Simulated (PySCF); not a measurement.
# BH3O− (SMILES [BH2-]O): UM06-2X/STO-3G

Aim: the energy change on altering one bond length of BH3O− at UM06-2X/STO-3G, from 2 runs. The job is set up through a Python script.

Program for the calculation: PySCF 2.14.0.

8 further runs of the same task are left out: 8 set aside as unsound or not needed.

### 1 The system as given

BH3O− has 5 atoms, charge -1, and is taken as a doublet. As SMILES, `[BH2-]O`. Geometry: relaxed at GFN2-xTB.

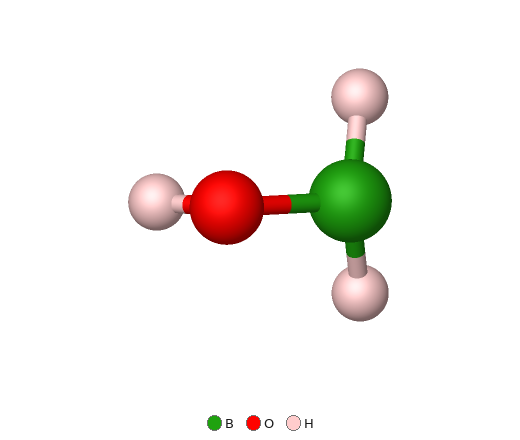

Viewed from a chosen angle; boron green, oxygen red, hydrogen pink.

### 2 A single-point energy at UM06-2X/STO-3G

input.py reads:

```python
# [BH2-]O
from pyscf import gto, dft

mol = gto.M(
    atom='''
B   -0.558550  -0.234200   0.180320
O    0.255120   1.054670   0.280220
H    0.033680  -1.207330   0.735040
H   -0.823360  -0.530130  -1.022660
H    1.093110   0.916990  -0.172930
''',
    max_memory=1860,
    basis='sto-3g',
    spin=1,
    verbose=4,
    charge=-1,
)

calc0 = dft.UKS(mol, xc='m06-2x')
calc0.grids.level = 5
calc0.conv_tol = 1e-10
calc0.kernel()
if not calc0.converged:
    calc0 = calc0.newton().run(calc0.mo_coeff, calc0.mo_occ)

e_final = calc0.e_tot
print('E(%s) = %.9f' % ('M06-2X', e_final))
```

The run is started by

```sh
$ OMP_NUM_THREADS=1 python input.py
```

Standard output:

```text
PySCF version 2.14.0

[INPUT] num. atoms = 5
[INPUT] num. electrons = 17
[INPUT] charge = -1
[INPUT] spin (= nelec alpha-beta = 2S) = 1
[INPUT] symmetry False subgroup None
[INPUT] Mole.unit = angstrom
[INPUT] Symbol           X                Y                Z      unit          X                Y                Z       unit  Magmom
[INPUT]  1 B     -0.558550000000  -0.234200000000   0.180320000000 AA   -1.055506526876  -0.442573858373   0.340755414782 Bohr   0.0
[INPUT]  2 O      0.255120000000   1.054670000000   0.280220000000 AA    0.482106928899   1.993037451795   0.529539054626 Bohr   0.0
[INPUT]  3 H      0.033680000000  -1.207330000000   0.735040000000 AA    0.063645975875  -2.281523041971   1.389024290600 Bohr   0.0
[INPUT]  4 H     -0.823360000000  -0.530130000000  -1.022660000000 AA   -1.555924901922  -1.001800510416  -1.932547318548 Bohr   0.0
[INPUT]  5 H      1.093110000000   0.916990000000  -0.172930000000 AA    2.065678524023   1.732859958965  -0.326790338721 Bohr   0.0

nuclear repulsion = 28.0513131344366
number of shells = 9
number of NR pGTOs = 39
number of NR cGTOs = 13
basis = sto-3g
ecp = {}

******** <class 'pyscf.dft.uks.UKS'> ********
method = UKS
initial guess = minao
damping factor = 0
level_shift factor = 0
DIIS = <class 'pyscf.scf.diis.CDIIS'>
diis_start_cycle = 1
diis_space = 8
diis_damp = 0
SCF conv_tol = 1e-10
SCF conv_tol_grad = None
SCF max_cycles = 50
direct_scf = True
direct_scf_tol = 1e-13
number electrons alpha = 9  beta = 8
XC library pyscf.dft.libxc version 7.0.0
    S. Lehtola, C. Steigemann, M. J.T. Oliveira, and M. A.L. Marques.,  SoftwareX 7, 1–5 (2018)
XC functionals = m06-2x
    Y. Zhao and D. G. Truhlar.,  Theor. Chem. Acc. 120, 215 (2008)
    Y. Zhao and D. G. Truhlar.,  Theor. Chem. Acc. 120, 215 (2008)
radial grids:
    Treutler-Ahlrichs [JCP 102, 346 (1995); DOI:10.1063/1.469408] (M4) radial grids

becke partition: Becke, JCP 88, 2547 (1988); DOI:10.1063/1.454033
pruning grids: <function nwchem_prune>
grids dens level: 5
symmetrized grids: False
atomic radii adjust function: <function treutler_atomic_radii_adjust>
small_rho_cutoff = 0
Set gradient conv threshold to 1e-05
tot grids = 156760
init E= -100.290800598648
[... the frontier-level lines of each cycle are left out ...]


cycle= 1 E= -100.197359317619  delta_E= 0.0934  |g|= 0.345  |ddm|= 1.82
cycle= 2 E= -100.268609134643  delta_E= -0.0712  |g|= 0.187  |ddm|= 0.76
cycle= 3 E= -100.291470419165  delta_E= -0.0229  |g|= 0.0189  |ddm|= 0.265
cycle= 4 E= -100.291855480361  delta_E= -0.000385  |g|= 0.0056  |ddm|= 0.0383
cycle= 5 E= -100.291897999707  delta_E= -4.25e-05  |g|= 0.00148  |ddm|= 0.0127
cycle= 6 E= -100.291902329571  delta_E= -4.33e-06  |g|= 0.000302  |ddm|= 0.0048
cycle= 7 E= -100.291902511836  delta_E= -1.82e-07  |g|= 3.44e-05  |ddm|= 0.00116
cycle= 8 E= -100.291902513976  delta_E= -2.14e-09  |g|= 7.72e-06  |ddm|= 0.00011
cycle= 9 E= -100.2919025141  delta_E= -1.24e-10  |g|= 1.79e-06  |ddm|= 2.77e-05
cycle= 10 E= -100.291902514107  delta_E= -7.16e-12  |g|= 3.61e-07  |ddm|= 7.82e-06
Extra cycle  E= -100.291902514108  delta_E= -3.13e-13  |g|= 1.66e-07  |ddm|= 9.16e-07
converged SCF energy = -100.291902514108  <S^2> = 0.75260577  2S+1 = 2.0026041
E(M06-2X) = -100.291902514
```

It took 3.6 s on 1 thread of Intel Xeon 6975P-C (Granite Rapids), shared host; peak memory 0.19 GiB.

### 3 The distorted shape

calc.py reads:

```python
from pyscf import gto, dft

mol = gto.M(
    atom=[
    ('B', (-1.269214, 0.933537, -0.485333)),
    ('O', (-0.455544, 2.222407, -0.385433)),
    ('H', (0.033680, -1.207330, 0.735040)),
    ('H', (-1.534024, 0.637607, -1.688313)),
    ('H', (0.382446, 2.084727, -0.838583)),
],
    verbose=3,
    max_memory=1860,
    spin=1,
    charge=-1,
    basis='sto-3g',
)

mf = dft.UKS(mol)
mf.xc = 'm06-2x'
mf.conv_tol = 1e-10
mf.grids.level = 5
mf.kernel()
if not mf.converged:
    mf = mf.newton().run(mf.mo_coeff, mf.mo_occ)

etot = mf.e_tot
print('Final energy', etot)
```

The run is started by

```sh
$ OMP_NUM_THREADS=1 python calc.py
```

Standard output:

```text
WARN: HOMO -0.0639495327547473 >= LUMO -0.0639495327547467

converged SCF energy = -100.102781715529  <S^2> = 0.98446672  2S+1 = 2.2221312
Final energy -100.102781715529
```

It took 7.8 s on 1 thread of Intel Xeon 6975P-C (Granite Rapids), shared host; peak memory 0.19 GiB.

### 4 Outcome

At UM06-2X/STO-3G:

| quantity | value |
| --- | --- |
| first shape: total energy | -100.29190 Eh |
| first shape: HOMO energy (highest over α and β) | 6.04 eV |
| first shape: LUMO energy (lowest over α and β) | 15.03 eV |
| first shape: ⟨S²⟩ | 0.753 |
| distorted shape: total energy | -100.10278 Eh |
| distorted shape: HOMO energy (highest over α and β) | 5.87 eV |
| distorted shape: LUMO energy (lowest over α and β) | 10.93 eV |
| distorted shape: ⟨S²⟩ | 0.984 |
| energy change with the B1–H3 bond stretched from 1.267 to 2.787 Å | 5.146 eV |

What this shows: With the B1–H3 bond stretched from 1.267 to 2.787 Å the energy rises by 5.15 eV (119 kcal/mol). The first shape isn't relaxed at this level, so the change isn't measured from a minimum. The minimal basis adds a large error of its own. Mulliken charges (first shape) run from -0.43 on O2 to +0.08 on H5. The HOMO (first shape) lies at positive energy, 6.04 eV; only total energies tell whether the electron is bound. ⟨S²⟩ (distorted shape) is 0.98 where a pure doublet has 0.75: the reference is spin-contaminated. Mulliken charges (distorted shape) run from -0.41 on H3 to +0.12 on H5; they depend strongly on the basis. The HOMO (distorted shape) lies at positive energy, 5.87 eV; only total energies tell whether the electron is bound.
